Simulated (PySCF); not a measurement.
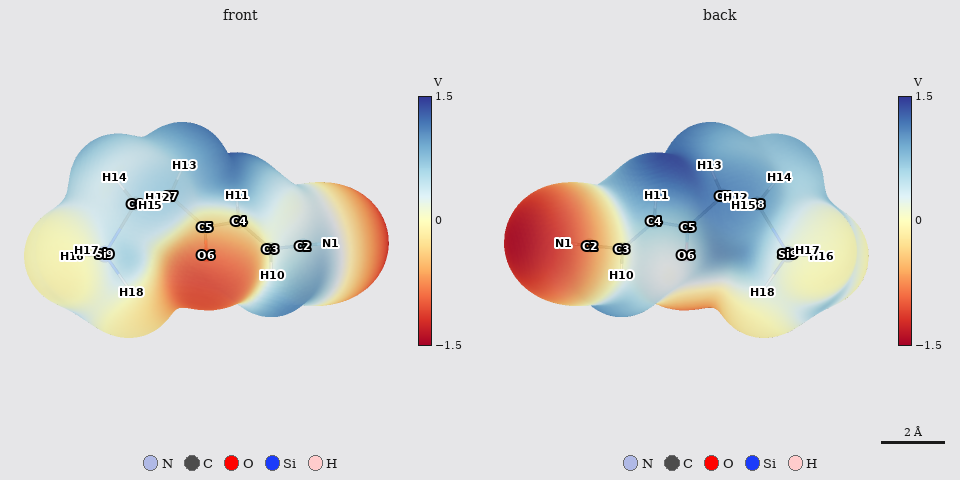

The picture shows: C6H9NOSi (SMILES N#C/C=C/C(=O)CC[SiH3]). The molecular electrostatic potential painted on the density surface at 0.001 e/bohr³, seen from the front and from behind; red is negative and blue positive.

Geometry: GFN2-xTB.

The calculation used PBE0/pcSseg-1, SCF density, gas phase, non-relativistic (PySCF).

```xyz
18

N     4.8489    1.6396    1.2424
C     3.9446    1.1269    0.7580
C     2.8385    0.4991    0.1603
C     1.6509    0.3664    0.7626
C     0.5246   -0.2992    0.0640
O     0.6595   -0.8072   -1.0254
C    -0.7751   -0.2874    0.8252
C    -1.9132   -0.9423    0.0539
Si   -2.4415    0.0317   -1.4991
H     2.9805    0.1137   -0.8430
H     1.4773    0.7434    1.7603
H    -1.0150    0.7522    1.0678
H    -0.5972   -0.8021    1.7770
H    -2.7703   -1.0499    0.7212
H    -1.6060   -1.9497   -0.2302
H    -3.5776   -0.6741   -2.0937
H    -2.8720    1.3614   -1.0435
H    -1.3657    0.1839   -2.4694
```

Describe the electrostatic potential map.

The most negative region (about −1.5 V) lies over N1, the most positive (about +1.4 V) over H11. N1 is the likeliest acceptor of a hydrogen bond.

How polar is the molecule by this calculation?

Its dipole moment is 3.40 D.
